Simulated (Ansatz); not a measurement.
# H4O3Si: molecular dynamics

The plan is to follow the molecule's vibrations and see whether its bonds hold. The start is relaxed first. Runs: 300 steps of 0.5 fs at constant energy, with velocities drawn for 500 K. SMILES of the start: O[SiH](O)O.

Program: Ansatz 0.2.0. Level of theory: RKS B3LYP/def2-SVP. These are calculated values, not measurements.

**1. The starting structure**

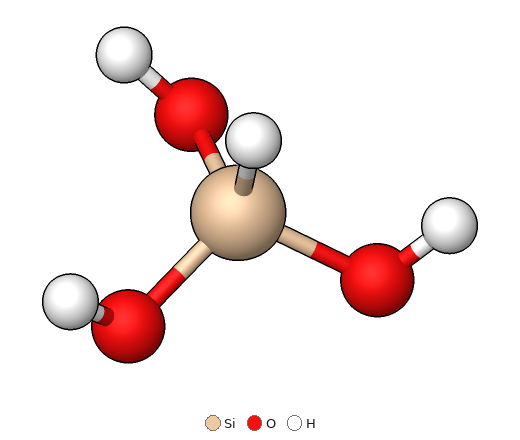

The starting structure, seen from a chosen angle (silicon light orange, oxygen red, hydrogen white).

Coordinates:

```xyz
8

Si    0.0000    0.0000    0.0000
O     0.0000    0.0000    1.6800
H    -0.9095   -0.2814    2.0171
O     1.5842    0.0000   -0.5594
H     1.9006   -0.9521   -0.6761
O    -0.7913    1.3709   -0.5594
H    -1.7491    1.1401   -0.7818
H    -0.6877   -1.1914   -0.4862
```

**2. Preparing the start**

File input.yaml:

```yaml
crystal:
  periodic: [false, false, false]
  atoms:
    - { symbol: Si, position_ang: [0.0, 0.0, 0.0] }
    - { symbol: O, position_ang: [0.0, 0.0, 1.68] }
    - { symbol: H, position_ang: [-0.9095, -0.2814, 2.0171] }
    - { symbol: O, position_ang: [1.5842, 0.0, -0.5594] }
    - { symbol: H, position_ang: [1.9006, -0.9521, -0.6761] }
    - { symbol: O, position_ang: [-0.7913, 1.3709, -0.5594] }
    - { symbol: H, position_ang: [-1.7491, 1.1401, -0.7818] }
    - { symbol: H, position_ang: [-0.6877, -1.1914, -0.4862] }
basis:
  gaussian: { orbitals: def2-SVP }
hamiltonian:
  xc: b3lyp
relax:
  f_tol: 0.02
  max_steps: 40
output:
  orbitals: {}
```

Run with:

```
$ ansatz run input.yaml --threads 1 --pin off --max-ram 2048MiB --backend cpu --events-out ev --progress --plain --runs-dir out
```

Output (excerpt; [...] marks lines left out):

```text
Warning: RAYON_NUM_THREADS=1 ignored (pool sized by the plan → 1); use --threads N
[...]
Functional definition: B3LYP
[...]
802 factors; integrals over basis functions are off by at most 4.3e-4 eV
[...]
mean field -14080.22506707 eV, -517.4387272955 hartree, gradient 3.0e-5 eV, S^2 0.000000; 0 other end points of the search recorded, 0 dependent functions left out
[...]
reference -14080.22527252 eV, -517.4387348457 hartree; 21, 21 occupied and 59, 59 virtual orbitals, 802 factors
relax step   1: F+E_penalty+E_count = -14080.22506707 eV  Δ(F+E_penalty+E_count) = +0.000e0 eV  max|allowed force component| = 1.910e0 eV/Å  Δτ_max = 0.0000 Å  (23 SCF iters, accepted)
[...]
relax step   5: F+E_penalty+E_count = -14080.54028686 eV  Δ(F+E_penalty+E_count) = -1.127e-2 eV  max|allowed force component| = 4.688e-1 eV/Å  Δτ_max = 0.0281 Å  (24 SCF iters, accepted)
[...]
relax step   9: F+E_penalty+E_count = -14080.64069366 eV  Δ(F+E_penalty+E_count) = -3.355e-2 eV  max|allowed force component| = 2.044e-1 eV/Å  Δτ_max = 0.2000 Å  (27 SCF iters, accepted)
[...]
relax step  13: F+E_penalty+E_count = -14080.65973724 eV  Δ(F+E_penalty+E_count) = +3.912e-3 eV  max|allowed force component| = 9.373e-2 eV/Å  Δτ_max = 0.1000 Å  (26 SCF iters, rejected (line search))
[...]
relax step  16: F+E_penalty+E_count = -14080.66169129 eV  Δ(F+E_penalty+E_count) = +3.995e-3 eV  max|allowed force component| = 3.138e-1 eV/Å  Δτ_max = 0.0336 Å  (24 SCF iters, rejected (line search))
[...]
relax step  17: F+E_penalty+E_count = -14080.66593510 eV  Δ(F+E_penalty+E_count) = -2.489e-4 eV  max|allowed force component| = 6.880e-3 eV/Å  Δτ_max = 0.0168 Å  (23 SCF iters, accepted)
802 factors; integrals over basis functions are off by at most 4.5e-4 eV
mean field -14080.66593510 eV, -517.4549288967 hartree, gradient 1.5e-5 eV, S^2 0.000000; 1 other end points of the search recorded, 0 dependent functions left out
[...]
reference -14080.66614075 eV, -517.4549364542 hartree; 21, 21 occupied and 59, 59 virtual orbitals, 802 factors
Total energy: -14080.66614075 eV, -517.4549364542 hartree
Atom 0 at    -0.204843    -0.306508    -0.035032 Å, force     0.000089    -0.002170    -0.003070 eV/Å
Atom 1 at    -0.000502    -0.476473     1.599254 Å, force     0.005387    -0.005895    -0.002577 eV/Å
Atom 2 at    -0.560452     0.080916     2.152338 Å, force    -0.006880     0.005829     0.006435 eV/Å
Atom 3 at     1.264999    -0.465047    -0.775545 Å, force     0.002352    -0.001383    -0.001537 eV/Å
Atom 4 at     2.009862    -0.024092    -0.348013 Å, force    -0.000009     0.000840    -0.001411 eV/Å
Atom 5 at    -0.901369     1.194007    -0.215318 Å, force    -0.002905     0.002316     0.002417 eV/Å
Atom 6 at    -1.215710     1.439756    -1.093057 Å, force     0.001937    -0.002887    -0.000794 eV/Å
Atom 7 at    -1.044784    -1.356460    -0.650427 Å, force     0.000029     0.003350     0.000537 eV/Å
Dipole moment:    -0.121804     0.332535    -0.027559 e Å
```

It took 44 s on 1 thread of Arm Neoverse V1, shared host; peak memory 0.15 GiB.

Step by step:

| step | energy from step 1 (eV) | largest force component (eV/Å) |
| --- | --- | --- |
| 1 | 0.0000 | 1.9097 |
| 2 | -0.1825 | 0.6989 |
| 3 | -0.2395 | 0.2761 |
| 4 | -0.3039 | 0.5467 |
| 5 | -0.3152 | 0.4688 |
| 6 | -0.3571 | 0.1685 |
| 7 | -0.3750 | 0.2026 |
| 8 | -0.3821 | 0.2230 |
| 9 | -0.4156 | 0.2044 |
| 10 | -0.4260 | 0.2904 |
| 11x | -0.4240 | 0.3787 |
| 12 | -0.4386 | 0.0613 |
| 13x | -0.4347 | 0.0937 |
| 14 | -0.4404 | 0.0327 |
| 15 | -0.4406 | 0.0388 |
| 16x | -0.4366 | 0.3138 |
| 17 | -0.4409 | 0.0069 |

Step 1 is the start. 3 steps were tried and not accepted (marked x).

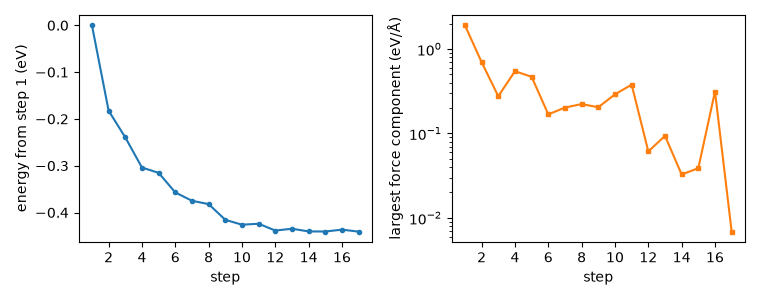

How energy and force went from step to step.

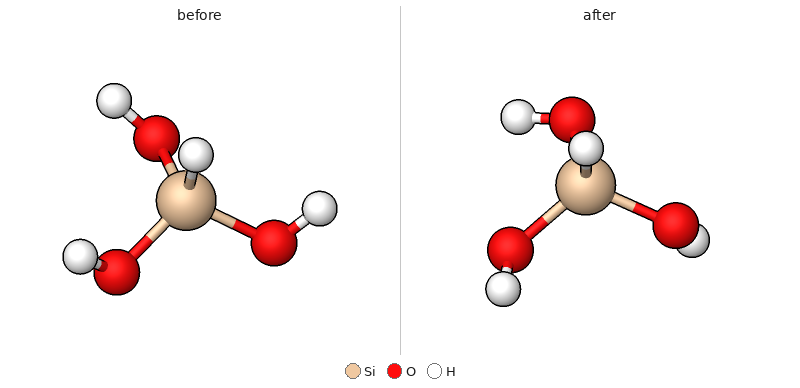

The structure before (left) and after (right), drawn at the same scale.

After: Bond lengths: Si1–O2 1.656 Å, O2–H3 0.964 Å, Si1–O4 1.653 Å, O4–H5 0.965 Å, Si1–O6 1.664 Å, O6–H7 0.964 Å, Si1–H8 1.479 Å. Angles: Si1–O2–H3 115.8°, O2–Si1–O4 108.8°, O2–Si1–O6 104.5°, O2–Si1–H8 114.1°, O4–Si1–O6 114.2°, O4–Si1–H8 104.5°, O6–Si1–H8 110.9°, Si1–O4–H5 116.3°, Si1–O6–H7 117.7°.

**3. The run**

300 steps of 0.5 fs at constant energy, with velocities drawn for 500 K, from the relaxed start.

File input.yaml:

```yaml
crystal:
  periodic: [false, false, false]
  atoms:
    - { symbol: Si, position_ang: [-0.204843, -0.306508, -0.035032] }
    - { symbol: O, position_ang: [-0.000502, -0.476473, 1.599254] }
    - { symbol: H, position_ang: [-0.560452, 0.080916, 2.152338] }
    - { symbol: O, position_ang: [1.264999, -0.465047, -0.775545] }
    - { symbol: H, position_ang: [2.009862, -0.024092, -0.348013] }
    - { symbol: O, position_ang: [-0.901369, 1.194007, -0.215318] }
    - { symbol: H, position_ang: [-1.21571, 1.439756, -1.093057] }
    - { symbol: H, position_ang: [-1.044784, -1.35646, -0.650427] }
basis:
  gaussian: { orbitals: def2-SVP }
hamiltonian:
  xc: b3lyp
md:
  timestep: 0.5
  n_steps: 300
  ensemble: nve
  temperature: 500.0
  initial_velocities: maxwell_boltzmann
  seed: 49874
```

Run with:

```
$ ansatz run input.yaml --threads 1 --pin off --max-ram 2048MiB --backend cpu --events-out ev --progress --plain --runs-dir out
```

Output (excerpt; [...] marks lines left out):

```text
Warning: RAYON_NUM_THREADS=1 ignored (pool sized by the plan → 1); use --threads N
[...]
[... 1 set-up line as earlier in the session ...]
[...]
808 factors; integrals over basis functions are off by at most 3.5e-4 eV
[...]
mean field -14080.66593829 eV, -517.4549290139 hartree, gradient 2.8e-5 eV, S^2 0.000000; 0 other end points of the search recorded, 0 dependent functions left out
[...]
reference -14080.66614269 eV, -517.4549365257 hartree; 21, 21 occupied and 59, 59 virtual orbitals, 808 factors
md step     0: t =     0.00 fs  T =   500.0 K  F+E_penalty+E_count = -14080.66593829 eV  E_kin = 0.387780 eV  conserved = -14080.27815829 eV  (23 SCF iters)
[...]
md step    20: t =    10.00 fs  T =   165.1 K  F+E_penalty+E_count = -14080.40479334 eV  E_kin = 0.128074 eV  conserved = -14080.27671907 eV  (24 SCF iters)
[...]
md step    40: t =    20.00 fs  T =   242.6 K  F+E_penalty+E_count = -14080.46441008 eV  E_kin = 0.188128 eV  conserved = -14080.27628236 eV  (24 SCF iters)
[...]
md step    60: t =    30.00 fs  T =   136.0 K  F+E_penalty+E_count = -14080.38283686 eV  E_kin = 0.105440 eV  conserved = -14080.27739683 eV  (24 SCF iters)
[...]
md step    79: t =    39.50 fs  T =   257.1 K  F+E_penalty+E_count = -14080.47725716 eV  E_kin = 0.199397 eV  conserved = -14080.27785973 eV  (25 SCF iters)
md step    80: t =    40.00 fs  T =   235.3 K  F+E_penalty+E_count = -14080.45965981 eV  E_kin = 0.182515 eV  conserved = -14080.27714466 eV  (25 SCF iters)
```

**4. The output, continued: dynamics from the start**

Output, continued (excerpt; [...] marks lines left out):

```text
md step    81: t =    40.50 fs  T =   212.0 K  F+E_penalty+E_count = -14080.44068934 eV  E_kin = 0.164445 eV  conserved = -14080.27624411 eV  (24 SCF iters)
[...]
md step   107: t =    53.50 fs  T =   233.4 K  F+E_penalty+E_count = -14080.45724178 eV  E_kin = 0.181034 eV  conserved = -14080.27620744 eV  (23 SCF iters)
[...]
md step   133: t =    66.50 fs  T =   221.9 K  F+E_penalty+E_count = -14080.44845113 eV  E_kin = 0.172085 eV  conserved = -14080.27636608 eV  (23 SCF iters)
[...]
md step   159: t =    79.50 fs  T =   117.8 K  F+E_penalty+E_count = -14080.36746301 eV  E_kin = 0.091322 eV  conserved = -14080.27614059 eV  (24 SCF iters)
[...]
md step   183: t =    91.50 fs  T =   251.7 K  F+E_penalty+E_count = -14080.47260875 eV  E_kin = 0.195191 eV  conserved = -14080.27741779 eV  (23 SCF iters)
md step   184: t =    92.00 fs  T =   227.1 K  F+E_penalty+E_count = -14080.45277378 eV  E_kin = 0.176098 eV  conserved = -14080.27667549 eV  (24 SCF iters)
```

**5. The log goes on: dynamics from the start**

The log, continued (excerpt; [...] marks lines left out):

```text
md step   185: t =    92.50 fs  T =   209.0 K  F+E_penalty+E_count = -14080.43819755 eV  E_kin = 0.162123 eV  conserved = -14080.27607468 eV  (24 SCF iters)
[...]
md step   206: t =   103.00 fs  T =   289.5 K  F+E_penalty+E_count = -14080.50224459 eV  E_kin = 0.224531 eV  conserved = -14080.27771387 eV  (24 SCF iters)
[...]
md step   227: t =   113.50 fs  T =   309.4 K  F+E_penalty+E_count = -14080.51673708 eV  E_kin = 0.239979 eV  conserved = -14080.27675759 eV  (24 SCF iters)
[...]
md step   248: t =   124.00 fs  T =   218.4 K  F+E_penalty+E_count = -14080.44607907 eV  E_kin = 0.169360 eV  conserved = -14080.27671901 eV  (24 SCF iters)
[...]
md step   299: t =   149.50 fs  T =   256.3 K  F+E_penalty+E_count = -14080.47523259 eV  E_kin = 0.198775 eV  conserved = -14080.27645747 eV  (25 SCF iters)
[...]
md step   300: t =   150.00 fs  T =   282.6 K  F+E_penalty+E_count = -14080.49596567 eV  E_kin = 0.219209 eV  conserved = -14080.27675646 eV  (25 SCF iters)
Total energy: -14080.49617204 eV, -517.4486902192 hartree
Atom 0 at    -0.174868    -0.325648     0.002893 Å, force     0.297005    -0.749648    -0.234212 eV/Å
Atom 1 at    -0.122932    -0.489816     1.656906 Å, force     0.207130     0.702816    -0.075164 eV/Å
Atom 2 at    -0.378962     0.364105     2.047482 Å, force     0.172753    -0.299088     0.185181 eV/Å
Atom 3 at     1.258380    -0.426511    -0.887467 Å, force     0.519826     1.432992     1.125840 eV/Å
Atom 4 at     1.912426     0.301326    -0.646654 Å, force    -1.070237    -1.361306    -0.478561 eV/Å
Atom 5 at    -0.863192     1.162170    -0.218144 Å, force    -0.069300     0.474344    -0.278475 eV/Å
Atom 6 at    -0.749178     1.587536    -1.081051 Å, force    -0.067431    -0.118650     0.203676 eV/Å
Atom 7 at    -0.988207    -1.474108    -0.409353 Å, force     0.010253    -0.081459    -0.448283 eV/Å
Dipole moment:     0.124240     0.585211    -0.148145 e Å
```

Run time: 12 min. Hardware: 1 thread of Arm Neoverse V1, shared host; peak memory 0.15 GiB.

**6. What the atoms did**

One step in 12; energies are changes from step 0:

| time (fs) | T (K) | potential energy change (meV/atom) | total energy change (meV/atom) |
| --- | --- | --- | --- |
| 0.0 | 500 | 0.0 | 0.00 |
| 6.0 | 275 | 22.0 | 0.18 |
| 12.0 | 154 | 33.8 | 0.21 |
| 18.0 | 313 | 18.1 | 0.04 |
| 24.0 | 182 | 31.1 | 0.27 |
| 30.0 | 136 | 35.4 | 0.10 |
| 36.0 | 180 | 31.2 | 0.20 |
| 42.0 | 247 | 24.6 | 0.12 |
| 48.0 | 297 | 19.8 | 0.05 |
| 54.0 | 228 | 26.7 | 0.25 |
| 60.0 | 255 | 23.8 | 0.03 |
| 66.0 | 244 | 25.0 | 0.13 |
| 72.0 | 196 | 29.7 | 0.20 |
| 78.0 | 187 | 30.4 | 0.06 |
| 84.0 | 143 | 34.9 | 0.29 |
| 90.0 | 254 | 24.0 | 0.09 |
| 96.0 | 220 | 27.3 | 0.18 |
| 102.0 | 237 | 25.8 | 0.23 |
| 108.0 | 329 | 16.7 | 0.06 |
| 114.0 | 290 | 20.6 | 0.22 |
| 120.0 | 271 | 22.3 | 0.09 |
| 126.0 | 252 | 24.2 | 0.08 |
| 132.0 | 247 | 24.8 | 0.22 |
| 138.0 | 251 | 24.2 | 0.04 |
| 144.0 | 168 | 32.4 | 0.20 |
| 150.0 | 283 | 21.2 | 0.18 |

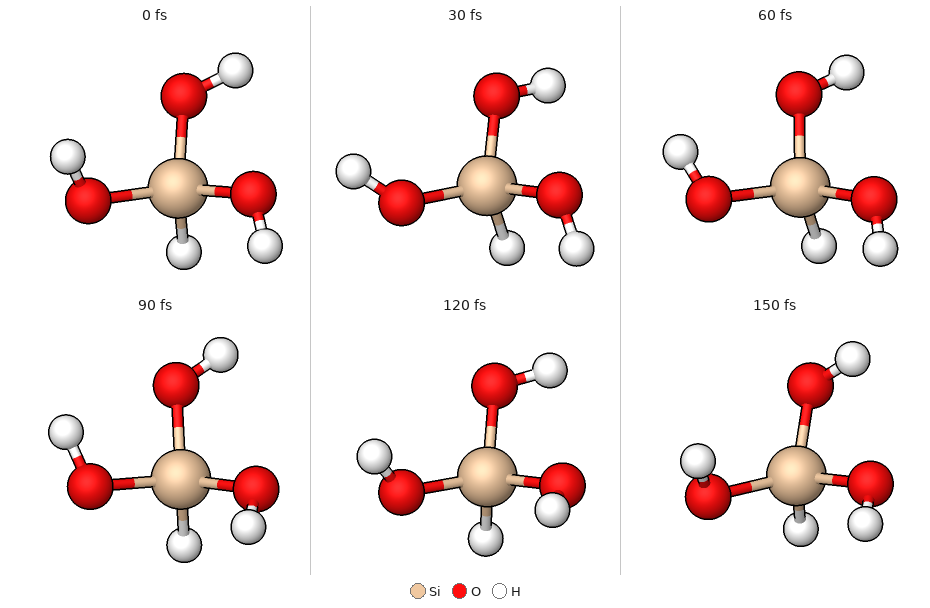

Six frames of the run, seen from a chosen angle. Sticks join atoms within a bonding distance in each frame.

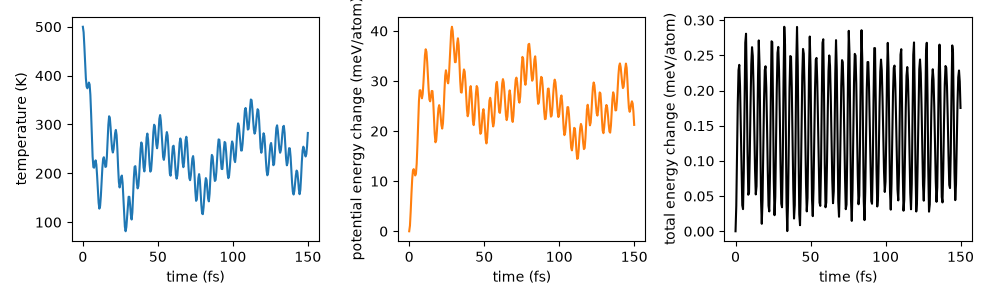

Traces against time; each panel has its own scale.

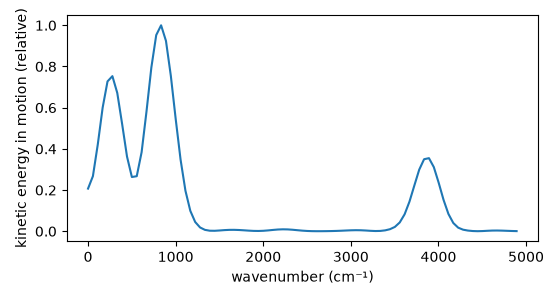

Power spectrum of the mass-weighted velocities; a run of 150 fs resolves no finer than about 440 cm⁻¹.

Maxima of the velocity power spectrum (cm⁻¹, relative height; resolution about 440 cm⁻¹): 280 (75), 830 (100), 3890 (35).

**7. Snapshots as a file**

Extended XYZ, with forces in eV/Å:

```xyz
8
time_fs=19.0 T=269 dE=0.1810
Si   -0.187   -0.324   -0.014   -0.175    0.616    0.121
O    -0.037   -0.447    1.652    0.453   -0.221   -0.796
H    -0.862   -0.256    2.113   -0.021    0.087    0.089
O     1.253   -0.414   -0.854    1.252   -0.175    1.634
H     2.103   -0.353   -0.320   -1.570   -0.043   -0.971
O    -0.860    1.191   -0.235    0.372   -0.470    0.832
H    -1.335    1.367   -1.035   -0.408    0.161   -0.843
H    -1.089   -1.375   -0.555    0.097    0.046   -0.068
8
time_fs=37.5 T=194 dE=0.2389
Si   -0.190   -0.301   -0.005   -0.571   -0.721   -0.068
O    -0.013   -0.456    1.616    0.238   -0.247    0.484
H    -0.826   -0.420    2.131    0.033    0.045    0.064
O     1.215   -0.397   -0.793    2.773   -0.488   -0.208
H     2.167   -0.584   -0.557   -1.986    0.375   -0.141
O    -0.854    1.172   -0.254   -0.319    0.565    0.209
H    -1.263    1.273   -1.111   -0.257    0.246   -0.500
H    -1.077   -1.362   -0.596    0.090    0.225    0.160
8
time_fs=56.0 T=285 dE=0.1674
Si   -0.227   -0.295   -0.012   -0.102    0.648   -0.490
O     0.061   -0.506    1.627   -0.069    0.211   -0.682
H    -0.667   -0.431    2.259    0.076    0.021   -0.179
O     1.276   -0.409   -0.783   -0.621   -0.267    1.341
H     1.887   -0.719   -0.082    0.051    0.186   -0.585
O    -0.918    1.220   -0.301    0.327   -0.713    0.227
H    -1.155    1.489   -1.202    0.149   -0.247    0.276
H    -1.158   -1.347   -0.534    0.189    0.162    0.092
8
time_fs=75.0 T=163 dE=0.2633
Si   -0.252   -0.261   -0.034    0.410   -1.367    0.502
O     0.134   -0.520    1.543   -0.582    0.259    1.006
H    -0.534   -0.367    2.223    0.079   -0.050    0.015
O     1.241   -0.437   -0.660   -1.265    0.615   -2.639
H     1.974   -0.639   -0.136    1.669   -0.451    1.484
O    -0.941    1.188   -0.295   -0.145    1.198   -1.018
H    -0.888    1.520   -1.218   -0.127   -0.171    0.841
H    -1.171   -1.312   -0.518   -0.040   -0.033   -0.191
8
time_fs=94.0 T=249 dE=0.1951
Si   -0.258   -0.304   -0.037    0.394    1.000   -0.277
O     0.115   -0.495    1.585   -0.216   -0.087   -0.620
H    -0.481   -0.337    2.321   -0.212    0.093   -0.051
O     1.277   -0.453   -0.719   -1.625    0.013   -0.488
H     1.853   -0.357    0.026    1.180    0.108    0.778
O    -0.954    1.225   -0.286    0.455   -0.839    0.261
H    -0.763    1.688   -1.114    0.023   -0.180    0.132
H    -1.145   -1.300   -0.676    0.001   -0.108    0.265
8
time_fs=112.5 T=350 dE=0.1168
Si   -0.220   -0.300   -0.029    0.170   -1.049    0.256
O     0.031   -0.471    1.588    0.074    0.002    0.502
H    -0.713   -0.153    2.108   -0.013    0.030    0.284
O     1.245   -0.445   -0.765    0.300    0.012   -0.329
H     2.047   -0.096   -0.346   -0.376   -0.103   -0.015
O    -0.912    1.163   -0.242   -0.573    0.376    0.193
H    -0.612    1.705   -0.962    0.166    0.462   -0.580
H    -1.132   -1.403   -0.455    0.252    0.269   -0.313
8
time_fs=131.0 T=250 dE=0.1957
Si   -0.179   -0.334   -0.006   -0.366    0.897   -0.207
O    -0.063   -0.456    1.657    0.260   -0.438   -0.609
H    -0.695    0.045    2.186   -0.001    0.101   -0.132
O     1.242   -0.442   -0.860    1.643    1.123    0.787
H     2.036    0.137   -0.636   -1.580   -1.099   -0.281
O    -0.902    1.175   -0.231   -0.033   -0.896    0.732
H    -0.557    1.713   -0.932    0.230    0.411   -0.677
H    -0.942   -1.387   -0.706   -0.153   -0.100    0.387
8
time_fs=150.0 T=283 dE=0.1700
Si   -0.175   -0.326    0.003    0.297   -0.750   -0.234
O    -0.123   -0.490    1.657    0.207    0.703   -0.075
H    -0.379    0.364    2.047    0.173   -0.299    0.185
O     1.258   -0.426   -0.887    0.520    1.433    1.126
H     1.912    0.301   -0.647   -1.070   -1.361   -0.479
O    -0.863    1.162   -0.218   -0.069    0.474   -0.279
H    -0.749    1.587   -1.081   -0.067   -0.119    0.204
H    -0.988   -1.474   -0.409    0.010   -0.082   -0.448
```

**8. Results**

```
                          quantity                          value
           relaxation of the start       13 moves, 0.441 eV lower
                            length            300 steps of 0.5 fs
  temperature, first and last step                  500 and 283 K
          temperature, second half  mean 237 K, from 116 to 351 K
     potential energy, second half    +26 meV/atom from the start
largest change of the total energy                  0.29 meV/atom
            bonds formed or broken                              0
```

The temperature starts at 500 K and averages 237 K in the second half, where it ranges from 116 to 351 K. About half is expected from a start at a minimum: kinetic energy passes into potential energy until both shares match. The total energy strays from its start by at most 0.29 meV/atom, 1.3 % of the mean kinetic energy, which is good for a step of 0.5 fs. The bonds all hold. A run of 150 fs with 8 atoms shows the motion but fixes no equilibrium value. The nuclei move classically, without zero-point motion, which matters most for hydrogen.
